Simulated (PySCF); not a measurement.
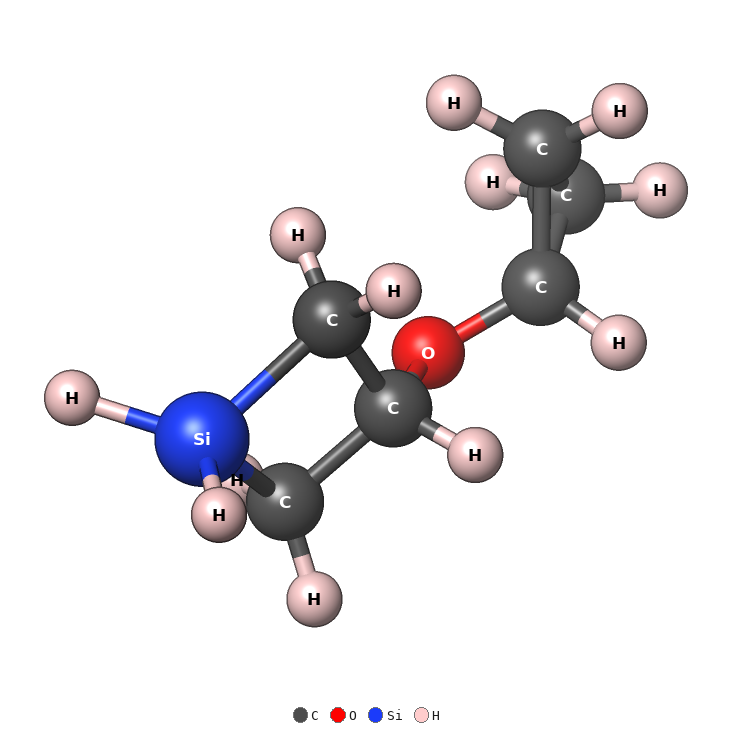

Computed geometry: GFN2-xTB optimisation. No frequency run is at hand to confirm it as a minimum. Level of theory: PBE0/pcSseg-1, gas phase (PySCF 2.14.0).

What does the calculation give?

The species is C₆H₁₂OSi (`C1CC1OC1C[SiH2]C1`).
- dipole moment: 1.06 D
- HOMO energy (Kohn–Sham orbital): −6.95 eV
- LUMO energy (Kohn–Sham orbital): 0.49 eV
- HOMO–LUMO gap: 7.44 eV

The geometry is semi-empirical. Around Si such bond lengths and angles can be off by a tenth of an ångström or more and by several degrees, and values that hang on the shape move with them.
